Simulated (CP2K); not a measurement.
# GeS (germanium sulfide): PBE0/TZV2P-MOLOPT-PBE0-GTH (core potential)

Aim: the energy change on altering one bond length of GeS (germanium sulfide) at PBE0/TZV2P-MOLOPT-PBE0-GTH (core potential), from 2 runs. 

The calculation is run with CP2K 2026.2.

2 further runs of the same task are left out: 2 that didn't finish.

## Step 1: The structure to begin with

GeS has 2 atoms, charge 0, and is taken as a singlet. SMILES: `[S+]#[Ge-]`. Geometry: the measured bond length.

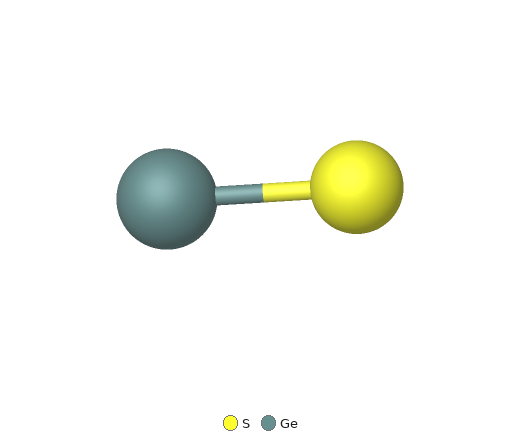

The structure, seen from a chosen angle (sulfur yellow, germanium teal).

## Step 2: The energy at PBE0/TZV2P-MOLOPT-PBE0-GTH (core potential)

qs.inp reads:

```
&GLOBAL
    PROJECT_NAME qs
    RUN_TYPE ENERGY
    PRINT_LEVEL MEDIUM
&END

&FORCE_EVAL
    METHOD QS
    &DFT
        BASIS_SET_FILE_NAME BASIS_MOLOPT_UZH
        BASIS_SET_FILE_NAME BASIS_ADMM_UZH
        POTENTIAL_FILE_NAME POTENTIAL_UZH
        # Quickstep
        &QS
            METHOD GPW
            EPS_DEFAULT 1.0E-10
        &END
        &MGRID
            CUTOFF 400
            REL_CUTOFF 50
            NGRIDS 4
        &END
        # isolated system
        &POISSON
            PERIODIC NONE
            POISSON_SOLVER WAVELET
        &END
        &SCF
            SCF_GUESS ATOMIC
            EPS_SCF 1.0E-06
            MAX_SCF 30
            &OT
                MINIMIZER DIIS
                PRECONDITIONER FULL_SINGLE_INVERSE
            &END
            &OUTER_SCF
                EPS_SCF 1.0E-06
                MAX_SCF 10
            &END
        &END
        # functional
        &XC
            &XC_FUNCTIONAL
                &PBE
                    SCALE_X 0.75
                    SCALE_C 1.0
                &END
            &END
            # exact exchange
            &HF
                FRACTION 0.25
                &SCREENING
                    EPS_SCHWARZ 1.0E-09
                &END
                &MEMORY
                    MAX_MEMORY 1050
                &END
            &END
        &END
        &AUXILIARY_DENSITY_MATRIX_METHOD
            ADMM_TYPE ADMMS
            EXCH_CORRECTION_FUNC PBEX
        &END
        # extra output
        &PRINT
            &MOMENTS
                PERIODIC F
                REFERENCE COM
                MAX_MOMENT 1
            &END
            &MO_CUBES
                NLUMO 1
                NHOMO -1
                WRITE_CUBE F
            &END
            &HIRSHFELD OFF
            &END
        &END
    &END
    &SUBSYS
        # box in angstrom
        &CELL
            ABC 12 12 12
            PERIODIC NONE
        &END
        &COORD
            S      0.000000     0.000000     0.000000
            Ge     0.000000     0.000000     2.012086
        &END
        &TOPOLOGY
            &CENTER_COORDINATES
            &END
        &END
        &KIND S
            BASIS_SET ORB TZV2P-MOLOPT-PBE0-GTH-q6
            BASIS_SET AUX_FIT admm-tzp-q6
            POTENTIAL GTH-PBE0-q6
        &END
        &KIND Ge
            BASIS_SET ORB TZV2P-MOLOPT-PBE0-GTH-q4
            BASIS_SET AUX_FIT admm-tzp-q4
            POTENTIAL GTH-PBE0-q4
        &END
    &END
&END
```

On the command line:

```console
$ OMP_NUM_THREADS=1 cp2k.psmp -i qs.inp -o qs.out
```

The log of the run:

```text
CP2K| version string:                                       CP2K version 2026.2
[...]
 GLOBAL| Method name                                                        CP2K
[...]
 GLOBAL| Run type                                                         ENERGY
[...]
 DFT| Spin restricted Kohn-Sham (RKS) calculation                            RKS
 DFT| Multiplicity                                                             1
[...]
 DFT| Charge                                                                   0
[...]
 FUNCTIONAL| PBE:
 QS| Method:                                                                 GPW
[...]
 QS| Density cutoff [a.u.]:                                                200.0
[...]
 QS| Relative density cutoff [a.u.]:                                        25.0
[...]
                             - Atoms:                                          2
[...]
                             - Spherical basis functions:                     58
[...]
 Number of electrons:                                                         10
[...]
     1 OT DIIS     0.80E-01    4.4     0.14174035       -13.6943222734 -1.37E+01
[...]
    21 OT DIIS     0.80E-01    3.5     0.00000061       -14.1214907639 -5.66E-11
  *** SCF run converged in    21 steps ***
[...]
  Overlap energy of the core charge distribution:               0.00000014864271
  Self energy of the core charge distribution:                -32.41223625224860
  Core Hamiltonian energy:                                      7.15823942371005
  Hartree energy:                                              14.41935177538802
  Exchange-correlation energy:                                 -2.55240704789461
  Hartree-Fock Exchange energy:                                -0.73443881152423
  Total energy:                                               -14.12149076392665
[...]
                     Mulliken Population Analysis
 #  Atom  Element  Kind  Atomic population                           Net charge
       1     S        1          6.362521                             -0.362521
       2     Ge       2          3.637479                              0.362521
 # Total charge                             10.000000                 -0.000000
[...]
  Dipole moment [Debye]
    X=  0.4106859E-05 Y= -0.1716885E-05 Z=  0.2213164E+01  Total=      2.2131638
[...]
 HOMO - LUMO gap [eV] :    5.539280
 ENERGY| Total FORCE_EVAL ( QS ) energy [hartree]            -14.121490763926655
[...]
```

Run time: 77 s. Hardware: 1 thread of Arm Neoverse V2, shared host; peak memory 1.4 GiB.

## Step 3: The distorted shape at the same level

calc.inp reads:

```
&FORCE_EVAL
    METHOD QUICKSTEP
    &DFT
        BASIS_SET_FILE_NAME BASIS_MOLOPT_UZH
        BASIS_SET_FILE_NAME BASIS_ADMM_UZH
        POTENTIAL_FILE_NAME POTENTIAL_UZH
        &QS
            METHOD GPW
            EPS_DEFAULT 1.0E-10
        &END QS
        &MGRID
            CUTOFF 400
            REL_CUTOFF 50
            NGRIDS 4
        &END MGRID
        &POISSON
            PERIODIC NONE
            POISSON_SOLVER WAVELET
        &END POISSON
        # self-consistent field
        &SCF
            SCF_GUESS ATOMIC
            EPS_SCF 1.0E-06
            MAX_SCF 40
            &OT
                MINIMIZER CG
                PRECONDITIONER FULL_SINGLE_INVERSE
            &END OT
            &OUTER_SCF
                EPS_SCF 1.0E-06
                MAX_SCF 10
            &END OUTER_SCF
        &END SCF
        &XC
            &XC_FUNCTIONAL
                &PBE
                    SCALE_X 0.75
                    SCALE_C 1.0
                &END PBE
            &END XC_FUNCTIONAL
            &HF
                FRACTION 0.25
                &SCREENING
                    EPS_SCHWARZ 1.0E-09
                &END SCREENING
                &MEMORY
                    MAX_MEMORY 1050
                &END MEMORY
            &END HF
        &END XC
        &AUXILIARY_DENSITY_MATRIX_METHOD
            ADMM_TYPE ADMMS
            EXCH_CORRECTION_FUNC PBEX
        &END AUXILIARY_DENSITY_MATRIX_METHOD
        # extra output
        &PRINT
            &MOMENTS
                PERIODIC F
                REFERENCE COM
                MAX_MOMENT 1
            &END MOMENTS
            &MO_CUBES
                NLUMO 3
                NHOMO -1
                WRITE_CUBE F
            &END MO_CUBES
            &HIRSHFELD OFF
            &END HIRSHFELD
        &END PRINT
    &END DFT
    # atoms, cell and kinds
    &SUBSYS
        &CELL
            ABC 13 13 13
            PERIODIC NONE
        &END CELL
        &COORD
            S      0.000000     0.000000    -1.006014
            Ge     0.000000     0.000000     2.012086
        &END COORD
        &TOPOLOGY
            &CENTER_COORDINATES
            &END CENTER_COORDINATES
        &END TOPOLOGY
        &KIND S
            BASIS_SET ORB TZV2P-MOLOPT-PBE0-GTH-q6
            BASIS_SET AUX_FIT admm-tzp-q6
            POTENTIAL GTH-PBE0-q6
        &END KIND
        &KIND Ge
            BASIS_SET ORB TZV2P-MOLOPT-PBE0-GTH-q4
            BASIS_SET AUX_FIT admm-tzp-q4
            POTENTIAL GTH-PBE0-q4
        &END KIND
    &END SUBSYS
&END FORCE_EVAL

&GLOBAL
    PROJECT calc
    RUN_TYPE ENERGY
    PRINT_LEVEL MEDIUM
&END GLOBAL
```

On the command line:

```console
$ OMP_NUM_THREADS=1 cp2k.psmp -i calc.inp -o calc.out
```

The log of the run:

```text
CP2K| version string:                                       CP2K version 2026.2
[...]
 GLOBAL| Method name                                                        CP2K
[...]
 GLOBAL| Run type                                                         ENERGY
[...]
 DFT| Spin restricted Kohn-Sham (RKS) calculation                            RKS
 DFT| Multiplicity                                                             1
[...]
 DFT| Charge                                                                   0
[...]
 FUNCTIONAL| PBE:
 QS| Method:                                                                 GPW
[...]
 QS| Density cutoff [a.u.]:                                                200.0
[...]
 QS| Relative density cutoff [a.u.]:                                        25.0
[...]
                             - Atoms:                                          2
[...]
                             - Spherical basis functions:                     58
[...]
 Number of electrons:                                                         10
[...]
     1 OT CG       0.80E-01    5.5     0.14633775       -13.4786446014 -1.35E+01
[...]
    39 OT CG       0.23E+00    4.2     0.00000075       -13.9611406934 -3.51E-11
  *** SCF run converged in    39 steps ***
[...]
  Overlap energy of the core charge distribution:               0.00000000000000
  Self energy of the core charge distribution:                -32.41223625224860
  Core Hamiltonian energy:                                      6.80762998174797
  Hartree energy:                                              14.73109441745587
  Exchange-correlation energy:                                 -2.41405296266213
  Hartree-Fock Exchange energy:                                -0.67357587768556
  Total energy:                                               -13.96114069339246
[...]
                     Mulliken Population Analysis
 #  Atom  Element  Kind  Atomic population                           Net charge
       1     S        1          6.338394                             -0.338394
       2     Ge       2          3.661606                              0.338394
 # Total charge                             10.000000                  0.000000
[...]
  Dipole moment [Debye]
    X=  0.1100393E-05 Y= -0.7322129E-05 Z=  0.5606596E+01  Total=      5.6065958
[...]
 HOMO - LUMO gap [eV] :    2.131451
 ENERGY| Total FORCE_EVAL ( QS ) energy [hartree]            -13.961140693392458
[...]
```

Wall time 4.6 min (1 thread of Arm Neoverse V2, shared host); peak memory 1.7 GiB.

## Step 4: What came out

At PBE0/TZV2P-MOLOPT-PBE0-GTH (core potential):

```
                                                          quantity         value
                                         first shape: total energy  -14.12149 Eh
                                        first shape: dipole moment        2.21 D
                                          first shape: HOMO energy      -7.90 eV
                                          first shape: LUMO energy      -2.36 eV
                                        first shape: HOMO–LUMO gap       5.54 eV
                                     distorted shape: total energy  -13.96114 Eh
                                    distorted shape: dipole moment        5.61 D
                                      distorted shape: HOMO energy      -6.22 eV
                                      distorted shape: LUMO energy      -4.09 eV
                                    distorted shape: HOMO–LUMO gap       2.13 eV
energy change with the S1–Ge2 bond stretched from 2.012 to 3.018 Å      4.363 eV
```

With the S1–Ge2 bond stretched from 2.012 to 3.018 Å the energy rises by 4.36 eV (421 kJ/mol). The first shape isn't relaxed at this level, so the change isn't measured from a minimum. A restricted reference can't describe the breaking bond well at this length.
